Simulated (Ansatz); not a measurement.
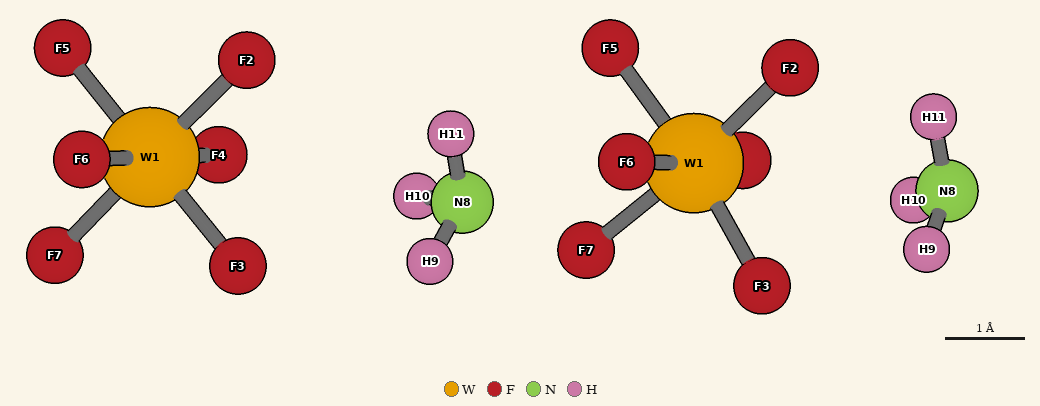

Two geometries of WNH₃F₆, drawn at one scale. One is the start of a relaxation, the other its converged end. The picture is a ball-and-stick view, seen at a tilt.

Method: RKS PBE/def2-SVP (Ansatz). Settings: no spin polarisation; force threshold 0.03 eV/Å; at most 50 steps.

Which of the two is the end point?

Answer. The left one is the relaxed one. The run prepares an end point of a later path (reaction) calculation, from a guessed geometry. The energy falls by 0.290 eV in 7 geometry steps. The largest force component goes from 0.64 to 0.024 eV/Å. The forces were under the threshold at step 5, but the run went on from there. The atom that moves furthest after the best rigid fit is H11 (0.52 Å). By element the largest moves are H 0.52 Å, N 0.49 Å, F 0.35 Å, W 0.33 Å. Some distances before and after: W1–N8 3.293 → 4.098 Å, N8–H11 1.037 → 1.028 Å, N8–H10 1.020 → 1.028 Å, W1–F3 1.873 → 1.867 Å. Bond angles that change, for instance: F3–W1–F4 98.4° → 89.5°, F2–W1–F3 97.1° → 89.3°, F3–W1–F5 172.4° → 179.6°. The run took 19 s on 4 threads of Arm Neoverse V2, on a shared host, peak memory 0.22 GiB.
